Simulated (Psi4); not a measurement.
# MgH2: geometry relaxation (part 3 of 3)

The same run, continued: MgH2, SMILES [H][Mg][H]; TPSS/cc-pVDZ, RKS (Psi4 1.11). The geometry comes from this level: GFN2-xTB.

Geometry of the input (Å):
```
Mg 0.0008  0.0005  0.0010
H  -0.0177  -0.0217  1.6307
H  0.0169  0.0212  -1.6317
```

The program's output, continued
```
 ------------------------------------------------------------------------------------

	total time  =          2 seconds =       0.03 minutes

         ------------------------------------------------------------
                                   SCF GRAD
         ------------------------------------------------------------

  ==> Geometry <==

    Molecular point group: c1
    Full point group: Cs

    Geometry (in Angstrom), charge = 0, multiplicity = 1:

       Center              X                  Y                   Z               Mass
    ------------   -----------------  -----------------  -----------------  -----------------
         MG          -0.000069737994     0.000007121374    -0.000000000000    23.985041697000
         H            0.027794067930     1.712588450607     0.000000000001     1.007825032230
         H           -0.026134386308    -1.712757930868     0.000000000001     1.007825032230

  Nuclear repulsion =    7.569005862376486

   => Molecular Quadrature <=

    Radial Scheme          =       TREUTLER
    Pruning Scheme         =           NONE
    Nuclear Scheme         =       TREUTLER

    Blocking Scheme        =         OCTREE
    BS radius alpha        =              1
    Pruning alpha          =              1
    Radial Points          =             75
    Spherical Points       =            302
    Total Points           =          65618
    Total Blocks           =            577
    Max Points             =            256
    Max Functions          =             28
    Weights Tolerance      =       1.00E-15

  -Total Gradient:
     Atom            X                  Y                   Z
    ------   -----------------  -----------------  -----------------
       1       -0.000022624708     0.000026802699    -0.000000000000
       2        0.000006815464    -0.000297522709     0.000000000000
       3        0.000015774910     0.000270733336     0.000000000000

	total time  =          0 seconds =       0.00 minutes

    			-----------------------------------------

    			 OPTKING 3.0: for geometry optimizations

    			        with contributions from

    			-----------------------------------------

	                            ===> Fragment 1 <==

	 Z (Atomic Numbers)          Masses                          Geom
	      12.000000            23.985042         -0.00013179  0.00001346 -0.00000000
	       1.000000             1.007825          0.05252318  3.23632314  0.00000000
	       1.000000             1.007825         -0.04938683 -3.23664341  0.00000000

	 - Coordinate -           - BOHR/RAD -       - ANG/DEG -
	 R(1,2)           =         3.236738           1.712808
	 R(1,3)           =         3.237032           1.712963
	 L(2,1,3)         =         3.140541         179.939729
	 l(2,1,3)         =         3.141593         180.000000

	        --- Internal Coordinate Step in ANG or DEG, aJ/ANG or AJ/DEG ---
	-------------------------------------------------------------------------------
	           Coordinate      Previous         Force          Change          New
	           ----------      --------        ------          ------        ------
	               R(1,2)       1.71281        0.00245        0.00144       1.71425
	               R(1,3)       1.71296        0.00223        0.00132       1.71429
	             L(2,1,3)     179.93973        0.00000        0.01410     179.95383
	             l(2,1,3)     180.00000       -0.00000       -0.00000     180.00000
	-------------------------------------------------------------------------------

	                                 ==> Convergence Check <==

	Measures of convergence in internal coordinates in au.

	Criteria marked as inactive (o), active & met (*), and active & unmet ( ).

	----------------------------------------------------------------------------------------------
	   Step    Total Energy     Delta E     Max Force     RMS Force      Max Disp      RMS Disp
	----------------------------------------------------------------------------------------------
	  Convergence Criteria     1.00e-06 *    3.00e-04 *             o    1.20e-03 *             o
	----------------------------------------------------------------------------------------------
	     3    -201.25623851   -4.62e-05      2.97e-04 *    2.02e-04 o    2.72e-03      1.85e-03 o  ~
	----------------------------------------------------------------------------------------------

Next Geometry in Ang
	Fragment 1 (Ang)

	   Mg   0.0000697380  -0.0000333976   0.0000000000
	    H   0.0277460870   1.7139902050   0.0000000000
	    H  -0.0262258814  -1.7141191663   0.0000000000

    Structure for next step:
    Molecular point group: c1
    Full point group: Cs

    Geometry (in Angstrom), charge = 0, multiplicity = 1:

    MG          -0.000053519110     0.000002409654    -0.000000000000
    H            0.027622829904     1.714026012167     0.000000000001
    H           -0.026349138490    -1.714083359088     0.000000000001

gradient() will perform analytic gradient computation.

  ==> Geometry <==

    Molecular point group: c1
    Full point group: Cs

    Geometry (in Angstrom), charge = 0, multiplicity = 1:

       Center              X                  Y                   Z               Mass
    ------------   -----------------  -----------------  -----------------  -----------------
         MG          -0.000053519110     0.000002409654    -0.000000000000    23.985041697000
         H            0.027622829904     1.714026012167     0.000000000001     1.007825032230
         H           -0.026349138490    -1.714083359088     0.000000000001     1.007825032230

  Running in c1 symmetry.

  Rotational constants: A = 19000307.58728  B =      2.84593  C =      2.84593 [cm^-1]
  Rotational constants: A = 569614891434.65857  B =  85318.86693  C =  85318.85415 [MHz]
  Nuclear repulsion =    7.562905798779204

  Charge       = 0
  Multiplicity = 1
  Electrons    = 14
  Nalpha       = 7
  Nbeta        = 7

   => Molecular Quadrature <=

    Radial Scheme          =       TREUTLER
    Pruning Scheme         =           NONE
    Nuclear Scheme         =       TREUTLER

    Blocking Scheme        =         OCTREE
    BS radius alpha        =              1
    Pruning alpha          =              1
    Radial Points          =             75
    Spherical Points       =            302
    Total Points           =          65619
    Total Blocks           =            578
    Max Points             =            256
    Max Functions          =             28
    Weights Tolerance      =       1.00E-15

   => Auxiliary Basis Set <=

  Basis Set: (CC-PVDZ AUX)
    Blend: CC-PVDZ-JKFIT + DEF2-UNIVERSAL-JKFIT
    Number of shells: 52
    Number of basis functions: 158
    Number of Cartesian functions: 187
    Spherical Harmonics?: true
    Max angular momentum: 4

  Cached 100.0% of DFT collocation blocks in 0.128 [GiB].

  Minimum eigenvalue in the overlap matrix is 2.9425194253E-02.
  Reciprocal condition number of the overlap matrix is 9.1059441975E-03.
    Using symmetric orthogonalization.

  ==> Iterations <==

                           Total Energy        Delta E     RMS |[F,P]|

   @DF-RKS iter   0:  -201.25600376693382   -2.01256e+02   4.44295e-05
   @DF-RKS iter   1:  -201.25623936054311   -2.35594e-04   2.43179e-06 DIIS
   @DF-RKS iter   2:  -201.25623936590853   -5.36542e-09   1.01003e-06 DIIS
   @DF-RKS iter   3:  -201.25623936694475   -1.03623e-09   1.68257e-07 DIIS
   @DF-RKS iter   4:  -201.25623936697335   -2.85922e-11   2.92572e-08 DIIS
   @DF-RKS iter   5:  -201.25623936697420   -8.52651e-13   9.65442e-09 DIIS
  Energy and wave function converged.

  ==> Post-Iterations <==

   Electrons on quadrature grid:
      Ntotal   =   14.0000004087 ; deviation = 4.087e-07

    Orbital Energies [Eh]
    ---------------------

    Doubly Occupied:

       1A    -46.450725     2A     -2.982109     3A     -1.746445
       4A     -1.746445     5A     -1.735538     6A     -0.272364
       7A     -0.228701

    Virtual:

       8A     -0.037425     9A     -0.037425    10A     -0.014561
      11A      0.076765    12A      0.095453    13A      0.157493
      14A      0.157493    15A      0.256957    16A      0.271104
      17A      0.271105    18A      0.314257    19A      0.314257
      20A      0.378297    21A      0.699077    22A      0.860773
      23A      1.356533    24A      1.356534    25A      1.530620
      26A      1.530621    27A      1.687136    28A      1.979545

    Final Occupation by Irrep:
              A
    DOCC [     7 ]
    NA   [     7 ]
    NB   [     7 ]

  @DF-RKS Final Energy:  -201.25623936697420

   => Energetics <=

    Nuclear Repulsion Energy =              7.5629057987792043
    One-Electron Energy =                -295.5586055435433650
    Two-Electron Energy =                 103.9690927843599582
    DFT Exchange-Correlation Energy =     -17.2296324065699693
    Empirical Dispersion Energy =           0.0000000000000000
    VV10 Nonlocal Energy =                  0.0000000000000000
    Total Energy =                       -201.2562393669741994

Computation Completed

Properties will be evaluated at   0.000000,   0.000000,   0.000000 [a0]

Properties computed using the SCF density matrix

 Multipole Moments:

 ------------------------------------------------------------------------------------
     Multipole            Electronic (a.u.)      Nuclear  (a.u.)        Total (a.u.)
 ------------------------------------------------------------------------------------

 L = 1.  Multiply by 2.5417464519 to convert [e a0] to [Debye]
 Dipole X            :         -0.0023967            0.0011933           -0.0012034
 Dipole Y            :          0.0001046           -0.0000537            0.0000509
 Dipole Z            :         -0.0000000            0.0000000           -0.0000000
 Magnitude           :                                                    0.0012045

 ------------------------------------------------------------------------------------

	total time  =          2 seconds =       0.03 minutes

         ------------------------------------------------------------
                                   SCF GRAD
         ------------------------------------------------------------

  ==> Geometry <==

    Molecular point group: c1
    Full point group: Cs

    Geometry (in Angstrom), charge = 0, multiplicity = 1:

       Center              X                  Y                   Z               Mass
    ------------   -----------------  -----------------  -----------------  -----------------
         MG          -0.000053519110     0.000002409654    -0.000000000000    23.985041697000
         H            0.027622829904     1.714026012167     0.000000000001     1.007825032230
         H           -0.026349138490    -1.714083359088     0.000000000001     1.007825032230

  Nuclear repulsion =    7.562905798779204

   => Molecular Quadrature <=

    Radial Scheme          =       TREUTLER
    Pruning Scheme         =           NONE
    Nuclear Scheme         =       TREUTLER

    Blocking Scheme        =         OCTREE
    BS radius alpha        =              1
    Pruning alpha          =              1
    Radial Points          =             75
    Spherical Points       =            302
    Total Points           =          65619
    Total Blocks           =            578
    Max Points             =            256
    Max Functions          =             28
    Weights Tolerance      =       1.00E-15

  -Total Gradient:
     Atom            X                  Y                   Z
    ------   -----------------  -----------------  -----------------
       1       -0.000017718165     0.000007120030    -0.000000000000
       2        0.000008237991    -0.000042085568     0.000000000000
       3        0.000009453673     0.000034968735     0.000000000000

	total time  =          0 seconds =       0.00 minutes

    			-----------------------------------------

    			 OPTKING 3.0: for geometry optimizations

    			        with contributions from

    			-----------------------------------------

	                            ===> Fragment 1 <==

	 Z (Atomic Numbers)          Masses                          Geom
	      12.000000            23.985042         -0.00010114  0.00000455 -0.00000000
	       1.000000             1.007825          0.05219958  3.23903973  0.00000000
	       1.000000             1.007825         -0.04979266 -3.23914810  0.00000000

	 - Coordinate -           - BOHR/RAD -       - ANG/DEG -
	 R(1,2)           =         3.239457           1.714247
	 R(1,3)           =         3.239534           1.714287
	 L(2,1,3)         =         3.140787         179.953825
	 l(2,1,3)         =         3.141593         180.000000

	        --- Internal Coordinate Step in ANG or DEG, aJ/ANG or AJ/DEG ---
	-------------------------------------------------------------------------------
	           Coordinate      Previous         Force          Change          New
	           ----------      --------        ------          ------        ------
	               R(1,2)       1.71425        0.00035        0.00020       1.71445
	               R(1,3)       1.71429        0.00029        0.00017       1.71446
	             L(2,1,3)     179.95383        0.00000        0.01054     179.96436
	             l(2,1,3)     180.00000        0.00000        0.00000     180.00000
	-------------------------------------------------------------------------------

	                                 ==> Convergence Check <==

	Measures of convergence in internal coordinates in au.

	Criteria marked as inactive (o), active & met (*), and active & unmet ( ).

	----------------------------------------------------------------------------------------------
	   Step    Total Energy     Delta E     Max Force     RMS Force      Max Disp      RMS Disp
	----------------------------------------------------------------------------------------------
	  Convergence Criteria     1.00e-06 *    3.00e-04 *             o    1.20e-03 *             o
	----------------------------------------------------------------------------------------------
	     4    -201.25623937   -8.55e-07 *    4.19e-05 *    3.09e-05 o    3.84e-04 *    2.68e-04 o  ~
	----------------------------------------------------------------------------------------------

Next Geometry in Ang
	Fragment 1 (Ang)

	   Mg   0.0000513660  -0.0000092706   0.0000000000
	    H   0.0275733500   1.7142199381   0.0000000000
	    H  -0.0264045437  -1.7142656048   0.0000000000

    Final optimized geometry and variables:
    Molecular point group: c1
    Full point group: Cs

    Geometry (in Angstrom), charge = 0, multiplicity = 1:

    MG          -0.000053519110     0.000002409654    -0.000000000000
    H            0.027622829904     1.714026012167     0.000000000001
    H           -0.026349138490    -1.714083359088     0.000000000001

[set-up sections that repeat, and orbital energies of the middle runs, are left out above]
```

Standard output
```
Some dependencies such as QCElemental have not yet finished migration to pydantic v2. If issues are encountered please downgrade pydantic or upgrade QCElemental as appropriate
Optimizer: Optimization complete!
tpss/cc-pVDZ energy: -201.2562393670 Eh
3
0 1 H2Mg
Mg                   -0.000053519110     0.000002409654     0.000000000000
H                     0.027622829904     1.714026012167     0.000000000000
H                    -0.026349138490    -1.714083359088     0.000000000000
```

Trajectory as extended XYZ (Å, eV, eV/Å), 4 frames, from step=0 to step=3
```
3
Properties=species:S:1:pos:R:3:forces:R:3 step=0 energy=-5476.39192
Mg    0.0008    0.0005    0.0010   -0.0002   0.0001  -0.0330
H    -0.0177   -0.0217    1.6307   -0.0092  -0.0116   0.8926
H     0.0169    0.0212   -1.6317    0.0094   0.0115  -0.8597
3
Properties=species:S:1:pos:R:3:forces:R:3 step=1 energy=-5476.45998
Mg    0.0008    0.0005    0.0009   -0.0012  -0.0007  -0.0055
H    -0.0183   -0.0225    1.7030   -0.0006  -0.0011   0.1122
H     0.0179    0.0223   -1.7019    0.0018   0.0018  -0.1067
3
Properties=species:S:1:pos:R:3:forces:R:3 step=2 energy=-5476.46124
Mg    0.0008    0.0005    0.0009   -0.0010  -0.0006  -0.0014
H    -0.0181   -0.0225    1.7134    0.0003   0.0001   0.0153
H     0.0182    0.0225   -1.7119    0.0007   0.0005  -0.0139
3
Properties=species:S:1:pos:R:3:forces:R:3 step=3 energy=-5476.46126
Mg    0.0008    0.0005    0.0009   -0.0008  -0.0004  -0.0004
H    -0.0180   -0.0224    1.7148    0.0004   0.0002   0.0022
H     0.0184    0.0227   -1.7132    0.0004   0.0003  -0.0018
```

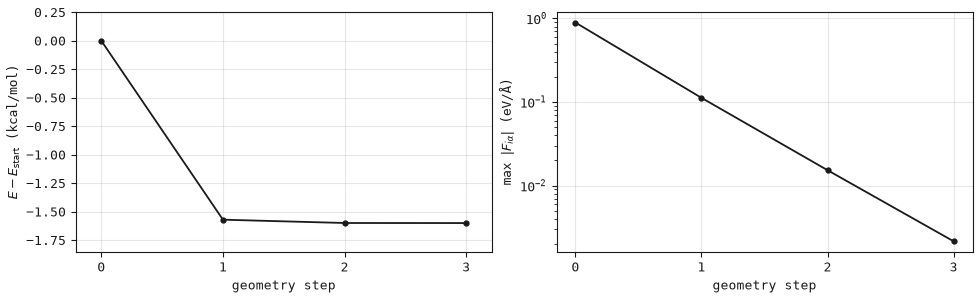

Figure 1. Progress of the relaxation, step by step (steps are counted from 0).

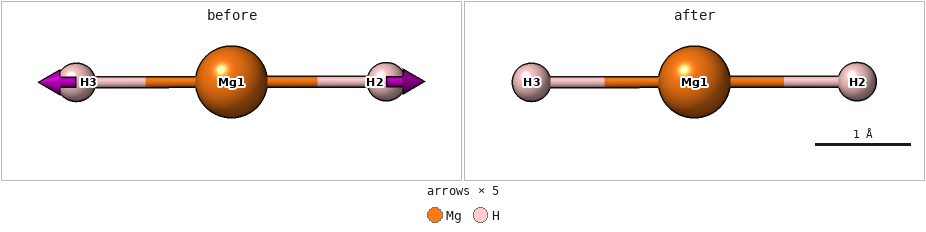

Figure 2. Before (left) and after (right) the relaxation, at one scale (ball-and-stick view, seen at a tilt). The pink arrows give the displacements, magnified 5 times. After 3 geometry steps the energy has fallen by 1.60 kcal/mol. The largest force component goes from 0.89 to 0.0022 eV/Å. H2 moves most after the best rigid fit: 0.083 Å. Largest moves by element: H 0.083 Å, Mg 0.001 Å. Among the contacts that change: Mg1–H2 1.630 → 1.714 Å. (Atoms are counted from 1 in the order of the input.)

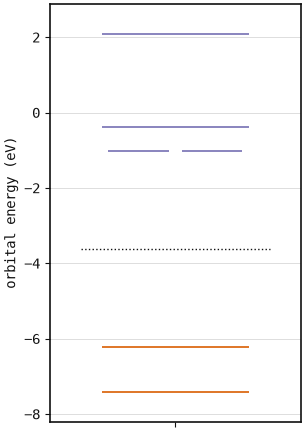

Figure 3. Orbital energies near the frontier; the dotted line parts filled from empty levels, and levels within 0.02 eV of each other stand side by side. Highest filled −6.22 eV, lowest empty −1.02 eV, 5.20 eV apart.
